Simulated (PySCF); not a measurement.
# ClH2SSi (SMILES S[SiH]Cl) at 6 levels

We compute a comparison of 6 runs (UPBE/STO-3G, USVWN5/STO-3G, RPA/STO-3G, NEVPT2(3,3)/STO-3G, UCCSDT/STO-3G, UCISD/STO-3G) of ClH2SSi. The job is set up through a Python script.

The results are computed with PySCF 2.14.0.

## (1) Starting point

ClH2SSi has 5 atoms, charge 0, and is taken as a doublet. As SMILES, `S[SiH]Cl`. The start is not the relaxed shape. At this shape the atoms don't form one bonded unit as the SMILES string has it.

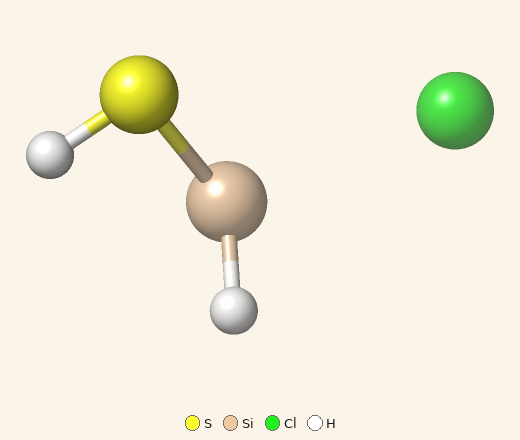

Viewed from a chosen angle; sulfur yellow, silicon light orange, chlorine green, hydrogen white.

## (2) The energy at UPBE/STO-3G (run 1)

File job.py:

```python
from pyscf import gto, dft

molecule = gto.M(
    atom='''
S       -1.834799      -0.725748      -0.531349
Si       0.288201      -0.784548      -0.717349
Cl       1.324100       1.826800       0.545500
H       -1.978299      -1.947448      -1.076849
H        0.869501      -1.924348       0.054851
''',
    charge=0,
    basis='sto-3g',
    max_memory=1860,
    verbose=3,
    spin=1,
)

mf = dft.UKS(molecule)
mf.xc = 'pbe'
mf.grids.level = 5
mf.conv_tol = 1e-10
mf.kernel()
if not mf.converged:
    mf = mf.newton().run(mf.mo_coeff, mf.mo_occ)

e_final = mf.e_tot
print('Final energy', e_final)
```

Started as:

```console
$ OMP_NUM_THREADS=1 python job.py
```

What it wrote:

```text
WARN: HOMO -0.19758282099574 >= LUMO -0.197582820995741

WARN: HOMO -0.0366488967596018 >= LUMO -0.0374267439438086

WARN: HOMO -0.0369649730143102 >= LUMO -0.0381183698225043

WARN: HOMO -0.0403650543130985 >= LUMO -0.0430703970429489

WARN: HOMO -0.039869398960567 >= LUMO -0.0433486215090921

WARN: HOMO -0.0587498149434054 >= LUMO -0.0585218365890599

WARN: HOMO -0.0731790065916978 >= LUMO -0.0727169542755441

WARN: HOMO -0.0685709610148122 >= LUMO -0.0683359039637281

WARN: HOMO -0.0736447672652269 >= LUMO -0.0803058982313198

WARN: HOMO -0.0712819190400904 >= LUMO -0.0820916705454898

WARN: HOMO -0.0815985737309827 >= LUMO -0.0811896561254185

converged SCF energy = -1135.66602966255  <S^2> = 0.75623396  2S+1 = 2.0062243
Final energy -1135.6660296625528
```

Run time: 20 s. Hardware: 1 thread of Arm Neoverse V1, shared host; peak memory 0.24 GiB.

## (3) The energy at USVWN5/STO-3G (run 2)

File geometry.xyz:

```xyz
5

S     -1.834799    -0.725748    -0.531349
Si     0.288201    -0.784548    -0.717349
Cl     1.324100     1.826800     0.545500
H     -1.978299    -1.947448    -1.076849
H      0.869501    -1.924348     0.054851
```

File run.py:

```python
from pyscf import gto, dft

molecule = gto.M(
    atom='geometry.xyz',
    spin=1,
    verbose=3,
    max_memory=1860,
    charge=0,
    basis='sto-3g',
)

mf = dft.UKS(molecule)
mf.xc = 'svwn'
mf.grids.level = 5
mf.conv_tol = 1e-10
mf.kernel()
if not mf.converged:
    mf = mf.newton().run(mf.mo_coeff, mf.mo_occ)

energy = mf.e_tot
print('Final energy', energy)
```

Started as:

```console
$ OMP_NUM_THREADS=1 python run.py
```

What it wrote:

```text
WARN: HOMO -0.0215724489428539 >= LUMO -0.021042481049166

WARN: HOMO -0.016871005610565 >= LUMO -0.0165819103780231

WARN: HOMO -0.0154175715283487 >= LUMO -0.0159637877821915

WARN: HOMO -0.0156898296459456 >= LUMO -0.0159370202581129

WARN: HOMO -0.0133562378033948 >= LUMO -0.0150329495437294

WARN: HOMO -0.013580649098478 >= LUMO -0.0153587204670337

WARN: HOMO 0.00354081711885915 >= LUMO 0.00123504595373838

converged SCF energy = -1132.07695156109  <S^2> = 0.75276317  2S+1 = 2.0027613
Final energy -1132.0769515610868
```

Wall time 7.5 s (1 thread of Arm Neoverse V1, shared host); peak memory 0.16 GiB.

Runs 3 to 5 aren't shown in full; the table further down has their settings and results.

## (4) The energy at UCISD/STO-3G (run 6)

File mol.xyz:

```xyz
5

S     -1.834799    -0.725748    -0.531349
Si     0.288201    -0.784548    -0.717349
Cl     1.324100     1.826800     0.545500
H     -1.978299    -1.947448    -1.076849
H      0.869501    -1.924348     0.054851
```

File calc.py:

```python
from pyscf import gto, scf, ci

mol = gto.M(
    atom='mol.xyz',
    verbose=4,
    spin=1,
    basis='sto-3g',
    max_memory=1860,
)

hf = scf.UHF(mol)
hf.conv_tol = 1e-10
hf.kernel()
if not hf.converged:
    hf = hf.newton().run(hf.mo_coeff, hf.mo_occ)

cisd = ci.CISD(hf, frozen=15)
cisd.kernel()
e_tot = cisd.e_tot
print('E = %.10f Eh' % e_tot)
```

Started as:

```console
$ OMP_NUM_THREADS=1 python calc.py
```

What it wrote:

```text
PySCF version 2.14.0

[... 117 lines left out ...]
converged SCF energy = -1134.40863176122  <S^2> = 0.80075738  2S+1 = 2.0501291
[... 1 line left out ...]
******** <class 'pyscf.ci.ucisd.UCISD'> ********
CISD nocc = (np.int64(10), np.int64(9)), nmo = (14, 14)
frozen orbitals 15
max_cycle = 50
direct = 0
conv_tol = 1e-09
max_cycle = 50
max_space = 12
lindep = 0
nroots = 1
Init t2, MP2 energy = -0.0672044022136302
UCISD converged
E(UCISD) = -1134.501750739678  E_corr = -0.0931189784610638
E = -1134.5017507397 Eh
```

Run time: 1 s. Hardware: 1 thread of Arm Neoverse V1, shared host; peak memory 0.1 GiB.

## (5) The series

| run | level | integration grid | frozen core orbitals | energy (Eh) | dipole moment (D) of the reference | HOMO energy (eV) | LUMO energy (eV) | wall time |
| --- | --- | --- | --- | --- | --- | --- | --- | --- |
| 1 | UPBE/STO-3G | 5 | – | -1135.666030 | 6.68 | -2.71 | -2.23 | 20 s |
| 2 | USVWN5/STO-3G | 5 | – | -1132.076952 | 6.85 | -2.64 | -2.24 | 7.5 s |
| 3 | RPA/STO-3G | – | 15 | -1134.503897 | 8.75 | -5.87 | 1.85 | 0.99 s |
| 4 | NEVPT2(3,3)/STO-3G | – | 15 | -1134.493978 | 8.40 | – | – | 1.1 s |
| 5 | UCCSDT/STO-3G | – | 15 | -1134.515677 | 8.75 | -5.87 | 1.85 | 8.7 s |
| 6 | UCISD/STO-3G | – | 15 | -1134.501751 | 8.75 | -5.87 | 1.85 | 1 s |

## (6) Summary of results

| quantity | value |
| --- | --- |
| run 6: total energy | -1134.50175 Eh |
| run 6: dipole moment (Hartree–Fock density) | 8.75 D |
| run 6: HOMO energy (Hartree–Fock orbitals) (highest over α and β) | -5.87 eV |
| run 6: LUMO energy (Hartree–Fock orbitals) (lowest over α and β) | 1.85 eV |
| run 6: correlation energy (15 core orbitals frozen) | -93.1 mEh |
| run 6: ⟨S²⟩ | 0.801 |

In words: Totals of different functionals can't be ranked against each other. All runs together took 40 s, the longest 20 s.
